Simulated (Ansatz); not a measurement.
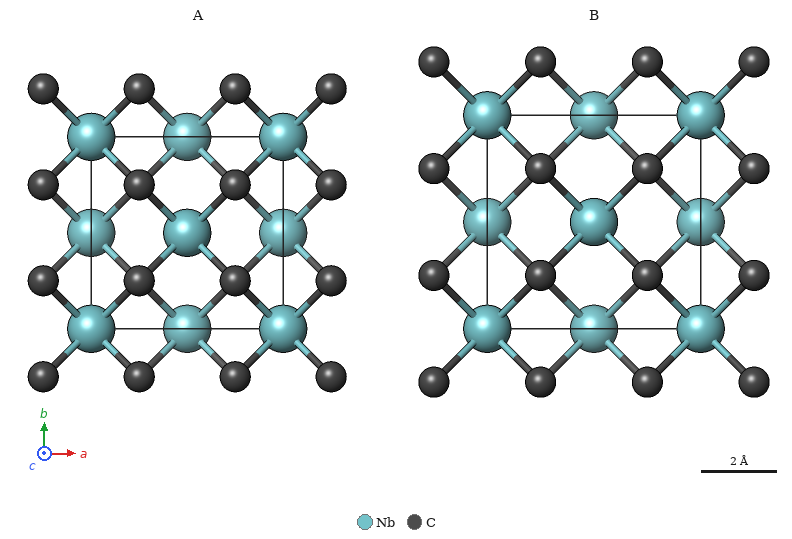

Two geometries of solid NbC$_{2}$ (a generated structure, set up in Fm-3m) (coarse preliminary run), drawn at one scale. One is the start of a relaxation, the other its converged end. A ball-and-stick model of the conventional cell (4 times the calculation's cell), seen along the c axis. Lengths and directions refer to the drawn axes.

Level of theory: DFT PBE, scalar-relativistic, plane waves, PAW in Ansatz 0.2.0. (plane-wave cutoff 420 eV; k-point mesh 6 × 6 × 6; occupations gaussian; smearing width 0.1 eV; no spin polarisation; cell and atoms relaxed; force threshold 0.04 eV/Å; at most 70 steps)

### Which one is relaxed?

Structure A is the relaxed one. The energy falls by 624 meV per atom in 4 accepted moves (5 points after the start). All forces vanish by symmetry, so only the cell relaxes. The pressure goes from −35.38 to −0.28 GPa. The SCF was repeated once at an unchanged geometry on a basis and grid sized afresh for the cell, which shifted the energy by 1.8 meV per atom at most. The atoms keep their places relative to the cell (all moves are under 0.005 Å). The volume changes by −27.3 %, with a = b = c 5.725 → 5.148 Å (−10.1 %). Some distances before and after: C–Nb 2.479 → 2.229 Å. The space group stays Fm-3m (No. 225). Cost: 2 s on 1 thread of AMD EPYC 9R45 96-Core Processor (Zen 5) (shared host), peak memory 0.36 GiB.
